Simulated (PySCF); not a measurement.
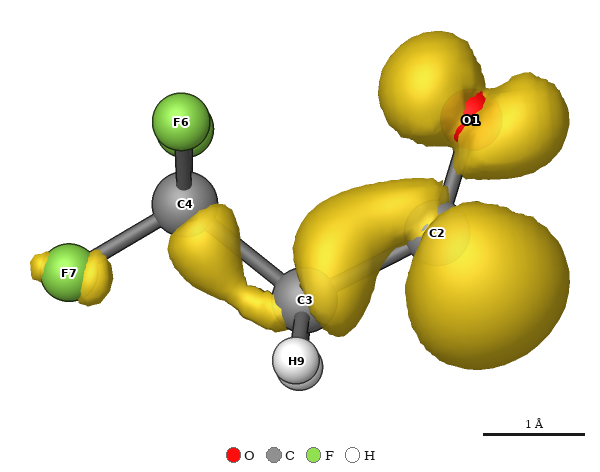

The picture shows: C3H2F3O (SMILES O=[C]CC(F)(F)F) (doublet). Isosurfaces of the spin density (α minus β) at +0.03 (yellow) and −0.03 e/Å³ (cyan), seen at a tilt.

Geometry: GFN2-xTB.

The calculation used UKS B3LYP, pcH-1 on C F H O, non-relativistic, mean-field spin-orbit, GIAO (PySCF).

```xyz
9

O     2.1177    0.9439   -0.0341
C     1.6667   -0.1491   -0.0160
C     0.2831   -0.6899   -0.0076
C    -0.8138    0.3823    0.0087
F    -0.7651    1.1788   -1.0607
F    -0.7470    1.1577    1.0929
F    -2.0329   -0.1854    0.0132
H     0.1473   -1.3107   -0.8968
H     0.1576   -1.3216    0.8752
```

Question: Which atoms carry the spin?

Answer: The unpaired spin (1 electron) lies mostly on C2 (about 0.6), O1 (about 0.3) and C3 (about 0.1), in electrons by Hirshfeld's partition. Only one sign reaches the isovalue.
